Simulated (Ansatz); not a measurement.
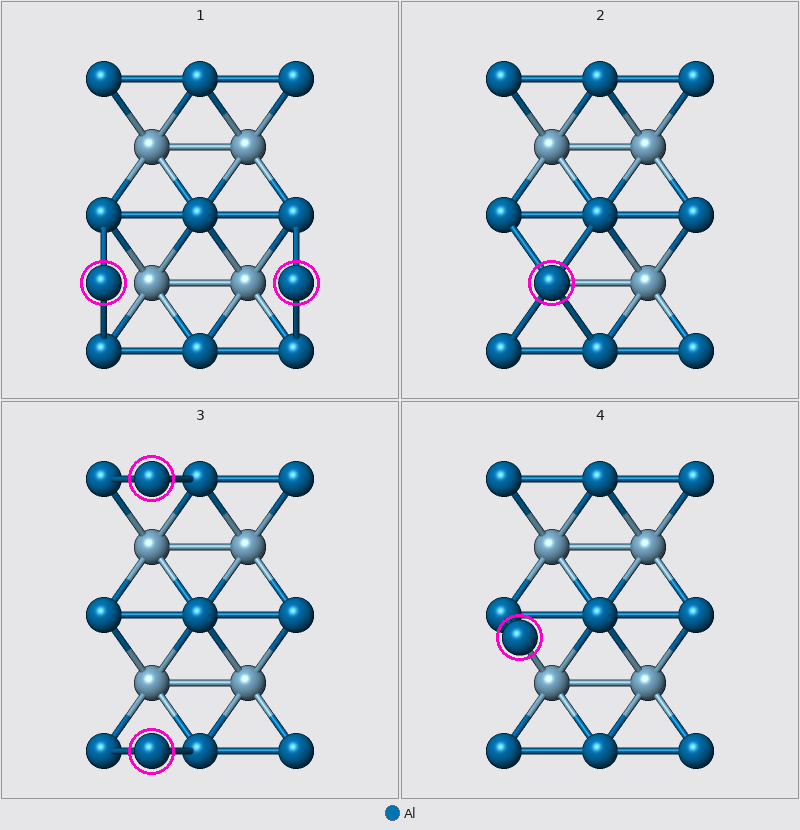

Al on an Al(110) slab cut from the Fm-3m phase, its upper half relaxed before the scan (16 atoms of substrate and one adsorbate in a 2 × 2 cell). Al is moved over the surface cell; relaxed at each place: the height of the adsorbate's atoms; substrate rigid; the origin of the map has the adsorbate above Al13. Places are given modulo a cell vector. The map is drawn in real space over the plane of the surface. The grid has 6 × 6 points; 16 points were computed and 20 follow by symmetry. Places are given in fractions of the 1 × 1 surface cell. Energies are in eV, from the lowest grid point. These are results of Ansatz, DFT PBE, scalar-relativistic, plane waves, PAW, not measurements. Settings: cutoff 420 eV, k-mesh 5×4×1, gaussian smearing 0.1 eV, no spin polarisation.

The numbered pictures are structures from this grid. Rings mark the moved atoms.

Question: Rank them by energy, lowest first.

Answer: 2, at a fourfold hollow over a second-layer Al atom, (3/6, 3/6) of the cell vectors: 0.00 eV; 1, at the trough between two rows of top atoms, (0/6, 3/6) of the cell vectors: 0.40 eV; 3, at a bridge site between two Al atoms, (3/6, 0/6) of the cell vectors: 0.81 eV; 4, at (1/6, 5/6) of the cell vectors [nearest 1 Al at 2.60 Å]: 1.11 eV.

The map, with the structures marked:

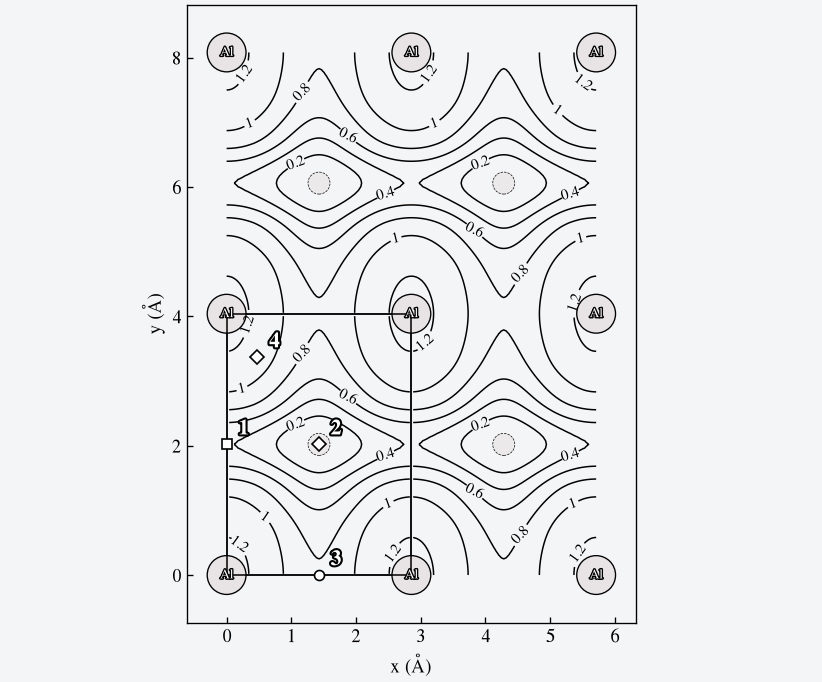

The picture shows contour lines labelled in eV, labelled circles for the atoms of the top layer and small ones for the second layer, the outline of one cell of the 2 × 2 shown. Between grid points the surface is interpolated.

PAW datasets: the set soft_1.
